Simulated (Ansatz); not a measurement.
```
Al Sb P
1.0
     5.07035    0.00000    0.00000
    -2.53517    4.39105    0.00000
     0.00000    0.00000   14.85653
Al Sb P
6 3 9
Direct
  0.33333 0.66667 0.25920
  0.00000 0.00000 0.59253
  0.66667 0.33333 0.92587
  0.33333 0.66667 0.07413
  0.00000 0.00000 0.40747
  0.66667 0.33333 0.74080
  0.00000 0.00000 0.00000
  0.66667 0.33333 0.33333
  0.33333 0.66667 0.66667
  0.83333 0.16667 0.16667
  0.50000 0.50000 0.50000
  0.16667 0.83333 0.83333
  0.33333 0.16667 0.16667
  0.00000 0.50000 0.50000
  0.66667 0.83333 0.83333
  0.83333 0.66667 0.16667
  0.50000 0.00000 0.50000
  0.16667 0.33333 0.83333
```

Space group R-3m; a structure from a database of computed crystals, not necessarily the ambient phase; started from the Li2GaCu3-166 prototype, which need not be the ambient phase.

Theory: DFT, PBEsol, plane waves, PAW (Ansatz 0.2.0).

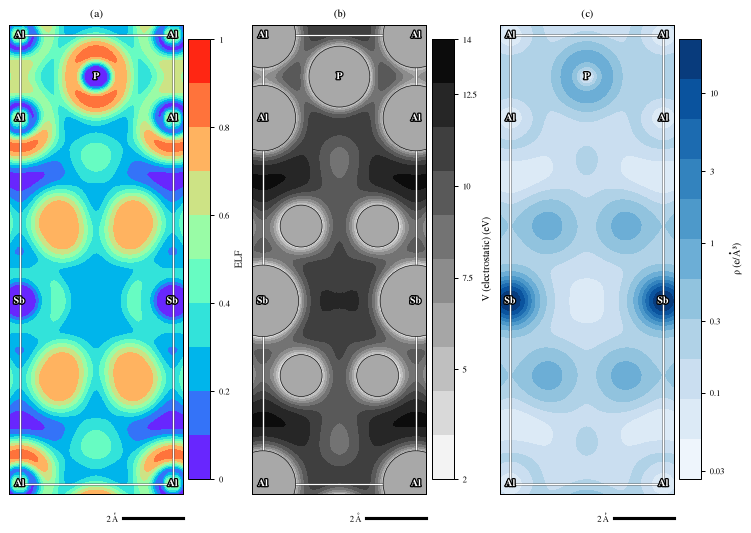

Al$_{2}$SbP$_{3}$. (a) ELF; (b) electrostatic potential energy of an electron; (c) valence electron density on the (100) plane of the conventional cell. Grey discs cover the atomic cores in the potential map.

In a PAW calculation such maps are meaningful between the atoms, not at the nuclei.

Question: What do the fields say about this system?

Answer:
- The section cuts through Al, Sb and P sites.
- Atoms just off the plane (P, 0.7 Å away) can leave unmarked features too.
- Al–Al (2.75 Å): the density is about 0.21 e/Å³ at the midpoint; the ELF peaks at about 0.70 between the atoms.
- Al–P (2.88 Å): the density is about 0.21 e/Å³ at the midpoint; the ELF peaks at about 0.80 in the valence shell of P, 0.8 Å from its nucleus, and drops to about 0.40 between the two atoms.
- Between the atoms the lowest density in this plane is 0.05 e/Å³.
- Outside the cores the potential energy rises away from the atoms and is highest about 2.0 Å from the nearest atoms; its zero is arbitrary.
